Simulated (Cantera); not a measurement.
Feed: 1 mol Ni, 4.9 mol NH₃, 15 mol H₂, equilibrated at 1352 °C.

Equilibrium computed with Cantera from the NASA thermochemical tables; the gas is ideal and each condensed phase is pure. Candidate condensed phases: Ni; 10 gas species. Kinetics and transport are ignored.

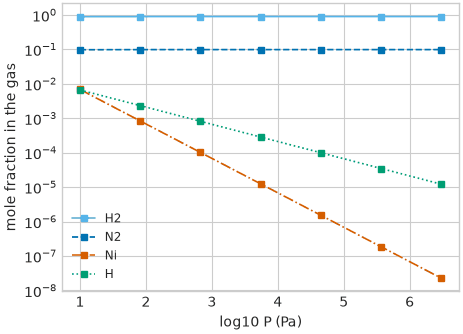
*Equilibrium gas composition (values under 1e-9 drawn at 1e-9)*

From 10.0 Pa to 30.0 bar the condensed part is Ni(s). The main Ni-bearing gas is Ni throughout.
